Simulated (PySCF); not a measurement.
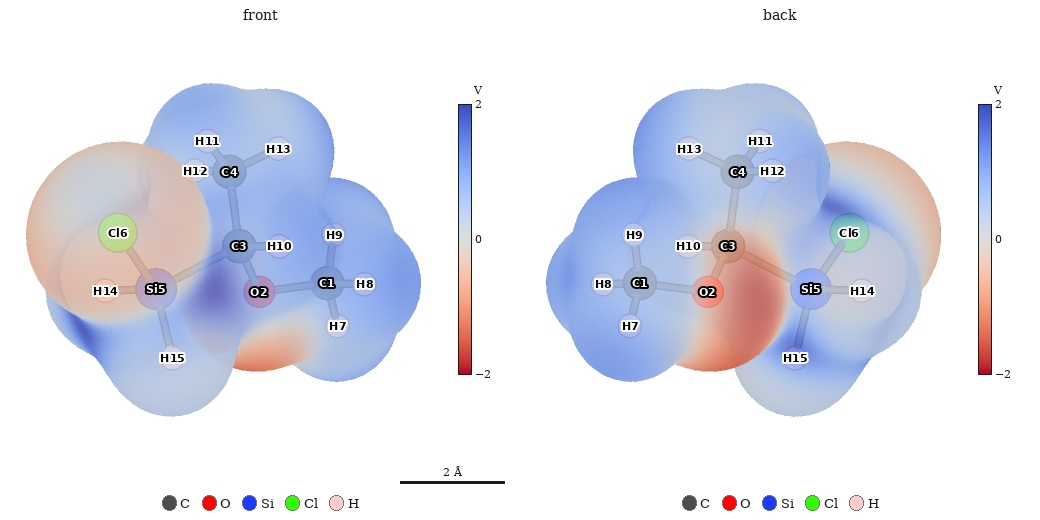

C₃H₉ClOSi. The molecular electrostatic potential painted on the density surface at 0.004 e/bohr³, seen from the front and from behind; the colour scale runs from red (negative) to blue (positive).

Geometry: GFN2-xTB.

Method: PBE0/pcSseg-1, SCF density, gas phase, non-relativistic (PySCF).

```yaml
atoms:
  - { symbol: C, position_ang: [2.1461, -0.0678, -0.1171] }
  - { symbol: O, position_ang: [0.8811, -0.2657, -0.6952] }
  - { symbol: C, position_ang: [-0.2160, -0.2103, 0.2100] }
  - { symbol: C, position_ang: [-0.4970, 1.2014, 0.7250] }
  - { symbol: Si, position_ang: [-1.6269, -0.9525, -0.8501] }
  - { symbol: Cl, position_ang: [-3.3148, -0.9941, 0.2553] }
  - { symbol: H, position_ang: [2.8765, -0.2875, -0.8941] }
  - { symbol: H, position_ang: [2.3020, -0.7448, 0.7319] }
  - { symbol: H, position_ang: [2.2842, 0.9640, 0.2228] }
  - { symbol: H, position_ang: [0.0077, -0.8550, 1.0772] }
  - { symbol: H, position_ang: [-1.4195, 1.2025, 1.3006] }
  - { symbol: H, position_ang: [-0.6033, 1.8870, -0.1127] }
  - { symbol: H, position_ang: [0.3054, 1.5594, 1.3681] }
  - { symbol: H, position_ang: [-1.8542, -0.1104, -2.0192] }
  - { symbol: H, position_ang: [-1.2757, -2.3182, -1.2244] }
```

> Describe the electrostatic potential map.

The most negative region (about −1.4 V) lies over O2, the most positive (about +1.8 V) over Si5. O2 is the likeliest acceptor of a hydrogen bond.

> What dipole moment does the calculation give?

Its dipole moment is 2.14 D.
